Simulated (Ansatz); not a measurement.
# C3H11MoN3O: reading failed and doubtful runs

Aim: try 3 inputs for C3H11MoN3O as typed, read how each ends, and find what has to change.

Computed with Ansatz 0.2.0, Gaussian basis. Level: the settings change from run to run.

1 further run of the same task is left out (for a known fault of the program). Runs told in other sessions of the task aren't counted.

### Step 1. The molecule

The geometry comes from an earlier relaxation with PBE0-D4 in a triple-zeta def2 set; it is a stationary point, not always the lowest conformer. Mo takes a core potential in def2 sets; no spin-orbit term is included.

SMILES `C[N]=[Mo]([NH2])(=[O])[N](C)C`, 19 atoms, charge 0, spin multiplicity 1.

Atoms are counted from 1 here; the program's logs count them from 0.

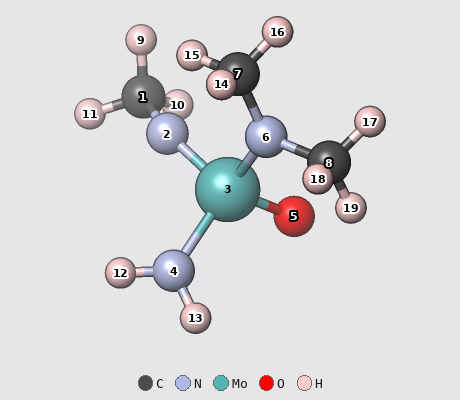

The geometry (carbon dark grey, nitrogen light blue, molybdenum teal, oxygen red, hydrogen pink); atoms are numbered from 1 in the order of the file.

### Step 2. Attempt 1

Input file in.yaml:

```yaml
crystal:
  periodic: [false, false, false]
  atoms:
    - {symbol: C, position_ang: [-1.178487, -1.199264, -1.022091]}
    - {symbol: N, position_ang: [-0.623912, -0.868395, -0.513150]}
    - {symbol: Mo, position_ang: [0.396883, -0.449827, -0.175686]}
    - {symbol: N, position_ang: [0.682517, -1.374166, 0.674324]}
    - {symbol: O, position_ang: [1.006949, -0.547803, -1.100169]}
    - {symbol: N, position_ang: [0.241358, 0.744160, 0.219145]}
    - {symbol: C, position_ang: [-0.475859, 1.218183, 0.478432]}
    - {symbol: C, position_ang: [1.117579, 1.301841, 0.366715]}
    - {symbol: H, position_ang: [-1.676612, -0.603169, -1.264167]}
    - {symbol: H, position_ang: [-1.051699, -1.110399, -1.881263]}
    - {symbol: H, position_ang: [-1.672643, -1.869322, -0.829178]}
    - {symbol: H, position_ang: [0.371253, -1.807674, 0.981031]}
    - {symbol: H, position_ang: [1.263952, -1.278659, 0.808392]}
    - {symbol: H, position_ang: [-0.450803, 1.381186, 1.309550]}
    - {symbol: H, position_ang: [-1.167828, 0.670840, 0.370050]}
    - {symbol: H, position_ang: [-0.643540, 1.614124, 0.181208]}
    - {symbol: H, position_ang: [0.902171, 1.687475, -0.009037]}
    - {symbol: H, position_ang: [1.250795, 1.252373, 1.107339]}
    - {symbol: H, position_ang: [1.730049, 0.804250, 0.076118]}
basis:
  gaussian: {orbitals: def2-mTZVP}
hamiltonian: {xc: {name: r2SCAN}}
scf: {lower_state_search: off}
output: {forces: true}
```

Command:

```console
$ ansatz run in.yaml --threads 4 --pin off --events-out ev --progress --plain --max-ram 66560MiB --backend cpu
```

Output, cut to the lines that bear on the results:

```text
Functional definition: r2SCAN
  name "r2SCAN"
  cite "Furness, Kaplan, Ning, Perdew & Sun, J. Phys. Chem. Lett. 11, 8208 (2020) doi:10.1021/acs.jpclett.0c02405"
  cite "Furness, Kaplan, Ning, Perdew & Sun, J. Phys. Chem. Lett. 11, 9248 (2020) doi:10.1021/acs.jpclett.0c03077"
  parent r2scan
[...]
1897 factors; their error is unknown
[...]
mean field -11438.39855915 eV, -420.3533938236 hartree, gradient 3.4e-6 eV, S^2 0.000000; 0 other end points of the search recorded, 0 dependent functions left out
[...]
reference -11438.39857986 eV, -420.3533945849 hartree; 36, 36 occupied and 168, 168 virtual orbitals, 1897 factors
Total energy: -11438.39857986 eV, -420.3533945849 hartree
Atom 0 at    -1.178487    -1.199264    -1.022091 Å, force   -86.362992   -60.555599   -80.201185 eV/Å
Atom 1 at    -0.623912    -0.868395    -0.513150 Å, force    -1.057577    15.022120    59.230078 eV/Å
Atom 2 at     0.396883    -0.449827    -0.175686 Å, force     9.810900    29.012165    81.424295 eV/Å
Atom 3 at     0.682517    -1.374166     0.674324 Å, force   -17.782618   -22.519285     2.379583 eV/Å
Atom 4 at     1.006949    -0.547803    -1.100169 Å, force    87.713864   -14.375812  -133.618880 eV/Å
Atom 5 at     0.241358     0.744160     0.219145 Å, force    37.522540     8.038529    -5.556196 eV/Å
Atom 6 at    -0.475859     1.218183     0.478432 Å, force   -37.150757   -52.262003    90.011079 eV/Å
Atom 7 at     1.117579     1.301841     0.366715 Å, force    54.889485   -34.026675    38.980993 eV/Å
Atom 8 at    -1.676612    -0.603169    -1.264167 Å, force   -18.362026    15.653014    -5.730346 eV/Å
Atom 9 at    -1.051699    -1.110399    -1.881263 Å, force     3.439486    -2.357344   -18.107497 eV/Å
Atom 10 at    -1.672643    -1.869322    -0.829178 Å, force   -10.136898   -14.178044     2.968048 eV/Å
Atom 11 at     0.371253    -1.807674     0.981031 Å, force   -36.075967   -52.854131    38.627652 eV/Å
Atom 12 at     1.263952    -1.278659     0.808392 Å, force    78.152668     9.170070    20.920281 eV/Å
Atom 13 at    -0.450803     1.381186     1.309550 Å, force    -1.473427     5.207533    19.026861 eV/Å
Atom 14 at    -1.167828     0.670840     0.370050 Å, force   -13.482062    -4.725015     0.961506 eV/Å
Atom 15 at    -0.643540     1.614124     0.181208 Å, force   -45.140067   108.609842   -77.070368 eV/Å
Atom 16 at     0.902171     1.687475    -0.009037 Å, force   -27.460734    71.889109   -60.701269 eV/Å
Atom 17 at     1.250795     1.252373     1.107339 Å, force     6.887358     1.947598    32.569178 eV/Å
Atom 18 at     1.730049     0.804250     0.076118 Å, force    16.068824    -6.696073    -6.113814 eV/Å
Dipole moment:     0.032305     0.024686    -0.041558 e Å
Checks for a lower state left out: stability, starts, cluster_reference, orbital_swaps, neighbouring_geometries, increment
```

Run time: 5.5 s. Hardware: 4 threads of AMD EPYC 7R13, shared host.

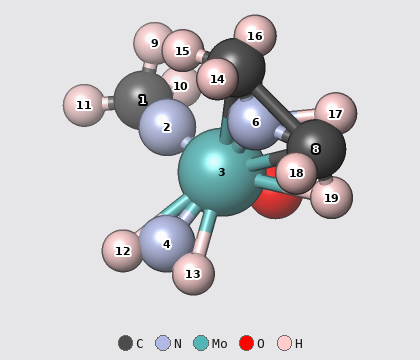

The geometry of this input.

Diagnosis: It ended without an error, which proves nothing about the input. The geometry is squeezed well below its size. The shortest distance is 0.52 Å (C7–H16), against 1.01 Å in the relaxed molecule. Its energy is no property of the relaxed molecule. To mend it, use the relaxed coordinates.

### Step 3. Attempt 2

Input file in.yaml:

```yaml
crystal:
  periodic: [false, false, false]
  atoms:
    - {symbol: C, position_ang: [-1.964145, -1.713235, -1.703485]}
    - {symbol: N, position_ang: [-1.039853, -1.240565, -0.733072]}
    - {symbol: Mo, position_ang: [0.566976, -0.749711, -0.292809]}
    - {symbol: N, position_ang: [1.137529, -1.963094, 1.123873]}
    - {symbol: O, position_ang: [1.678248, -0.782576, -1.571670]}
    - {symbol: N, position_ang: [0.402264, 1.063086, 0.365242]}
    - {symbol: C, position_ang: [-0.793098, 1.740261, 0.797386]}
    - {symbol: C, position_ang: [1.596541, 1.859773, 0.523878]}
    - {symbol: H, position_ang: [-2.794353, -1.005282, -1.805952]}
    - {symbol: H, position_ang: [-1.502428, -1.850665, -2.687518]}
    - {symbol: H, position_ang: [-2.389490, -2.670460, -1.381963]}
    - {symbol: H, position_ang: [0.530361, -2.582392, 1.635051]}
    - {symbol: H, position_ang: [2.106586, -2.131098, 1.347319]}
    - {symbol: H, position_ang: [-0.751338, 1.973123, 1.870786]}
    - {symbol: H, position_ang: [-1.668326, 1.118066, 0.616750]}
    - {symbol: H, position_ang: [-0.919343, 2.690207, 0.258868]}
    - {symbol: H, position_ang: [1.503618, 2.812458, -0.015061]}
    - {symbol: H, position_ang: [1.786851, 2.087289, 1.581913]}
    - {symbol: H, position_ang: [2.471499, 1.340417, 0.126864]}
basis:
  gaussian: {orbitals: def2-SVPD}
magnetization: {spin_polarized: true, initial_magnetization: 1}
hamiltonian: {xc: {name: B3LYP5}}
output: {forces: true}
```

Launched as before.

Output:

```text
Error: a molecule whose nuclei and cores have a total charge of 72 cannot have a net charge of 0 together with 1 unpaired electrons
```

It took 0.05 s on 4 threads of AMD EPYC 7R13, shared host.

What is wrong: Refused before any calculation. The number of unpaired electrons doesn't fit the electron count. Fix: make charge and initial_magnetization agree: an even electron count takes an even number of unpaired electrons.

### Step 4. Attempt 3

Input file in.yaml:

```yaml
crystal:
  periodic: [false, false, false]
  atoms:
    - {symbol: C, position_ang: [-2.030979, -1.932382, -1.398358]}
    - {symbol: N, position_ang: [-1.154625, -1.521000, -0.769273]}
    - {symbol: Mo, position_ang: [0.793204, -0.797742, -0.198330]}
    - {symbol: N, position_ang: [1.252936, -1.960319, 1.275379]}
    - {symbol: O, position_ang: [1.889575, -0.823653, -1.795169]}
    - {symbol: N, position_ang: [0.524879, 0.919362, 0.288874]}
    - {symbol: C, position_ang: [-1.003514, 1.769156, 0.994948]}
    - {symbol: C, position_ang: [1.812284, 1.817303, 0.710301]}
    - {symbol: H, position_ang: [-2.957238, -0.976710, -1.828905]}
    - {symbol: H, position_ang: [-1.562168, -1.653650, -2.440093]}
    - {symbol: H, position_ang: [-2.463318, -2.504759, -1.221978]}
    - {symbol: H, position_ang: [0.581068, -2.603088, 1.521717]}
    - {symbol: H, position_ang: [2.057739, -2.232998, 1.304235]}
    - {symbol: H, position_ang: [-1.174825, 1.959053, 1.715696]}
    - {symbol: H, position_ang: [-1.750239, 0.850941, 0.725408]}
    - {symbol: H, position_ang: [-0.817525, 2.542951, 0.390082]}
    - {symbol: H, position_ang: [1.792859, 2.706349, -0.195303]}
    - {symbol: H, position_ang: [1.821529, 1.925155, 1.614838]}
    - {symbol: H, position_ang: [2.352960, 1.111870, 0.153132]}
basis:
  gaussian: {orbitals: def2-TZVP, point_charges: [{charge: -1.00, position_ang: [6.769, 0.234, -0.173]}]}
total_charge: -1
magnetization: {spin_polarized: true, initial_magnetization: 1}
hamiltonian: {xc: {name: HF}}
correlation: {method: mp2, frozen_orbitals: {C: 9}}
scf: {lower_state_search: light}
output: {forces: true}
```

Command:

```console
$ ansatz run in.yaml --threads 4 --pin off --events-out ev --progress --plain --max-ram 66560MiB --backend cuda --devices 0, --max-vram 37GiB
```

Output:

```text
Functional definition: HF
  name "HF"
  cite "Fock, Z. Phys. 61, 126 (1930) doi:10.1007/BF01340294"
  parent pbe
  exchange = exact_x
  correlation = 0
Error: "frozen_orbitals" has no count for N
```

Run time: 2.3 s. Hardware: 1 × H100 (card shared with other runs) with 4 threads of AMD EPYC 7R13, shared host.

Diagnosis: Refused before any calculation. Frozen orbitals are typed for one element alone, and the program wants a count for each. It also asks for charge -1 and multiplicity 2, another species or state than the molecule above. Its coordinates are also moved off the relaxed structure (shortest distance 0.74 Å, against 1.01 Å), and have to be restored too. To mend it, leave frozen_orbitals out, or give every element a count that its core really has, and remove the point charge, and set charge and spin to those of the species named.

### Step 5. How the tries ended

| attempt | level | ended | cause | time |
| --- | --- | --- | --- | --- |
| 1 | r2SCAN/def2-mTZVP | converged | the geometry is squeezed well below its size | 5.5 s |
| 2 | B3LYP5/def2-SVPD | refused | the number of unpaired electrons doesn't fit the electron count | 0.05 s |
| 3 | MP2/def2-TZVP | refused | frozen orbitals are typed for one element alone, and the program wants a count for each | 2.3 s |

**Reading.** 1 converged, 2 refused. A refusal costs next to no computing time. The dangerous case is the input that converges on a wrong geometry, charge, spin, basis or grid: often only a look at the input shows it.
